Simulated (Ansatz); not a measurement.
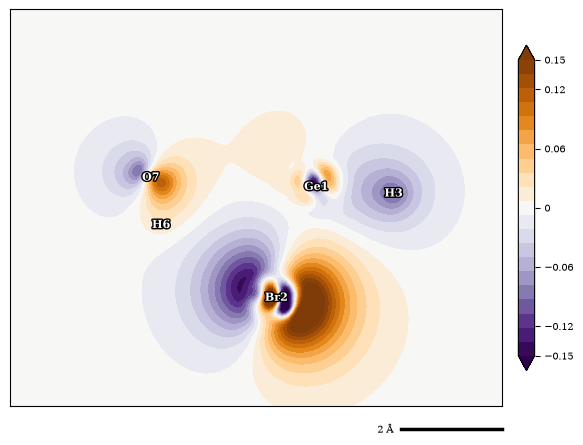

BrGeH3···H2O. The HOMO on the plane of atoms Br2, Ge1 and H3 (values in Å⁻³ᐟ²; the overall sign is arbitrary).

The reactant side of a reaction path; geometry: PBE0-D4/def2-TZVP.

Computed with RKS PBE0-D4/def2-TZVPP (Ansatz 0.2.0).

Input file:

```
crystal:
  periodic: [false, false, false]
  atoms:
    - {symbol: Ge, position_ang: [-0.794353, 0.317867, -0.988815]}
    - {symbol: Br, position_ang: [0.912829, -1.195569, -1.452473]}
    - {symbol: H, position_ang: [-1.499534, 0.541232, -2.332989]}
    - {symbol: H, position_ang: [-0.133669, 1.600096, -0.484413]}
    - {symbol: H, position_ang: [-1.714969, -0.338740, 0.036651]}
    - {symbol: H, position_ang: [1.102239, -0.906126, 1.228020]}
    - {symbol: O, position_ang: [0.703465, -0.292274, 1.853751]}
    - {symbol: H, position_ang: [1.423993, 0.273412, 2.140169]}
basis:
  gaussian: {orbitals: def2-TZVPP}
hamiltonian: {xc: pbe0, dispersion: d4}
output: {orbitals: {seedname: orbitals}}
```

Run with:

```sh
ansatz run in.yaml --threads 4 --pin off --events-out ev --progress --plain --max-ram 9574MiB
```

Q: Where does this orbital lie, and at what energy?

A: It lies mainly on Br2 (about 80 %) and Ge1 (about 10 %); largely a lone pair of Br2. Its energy is −8.32 eV.
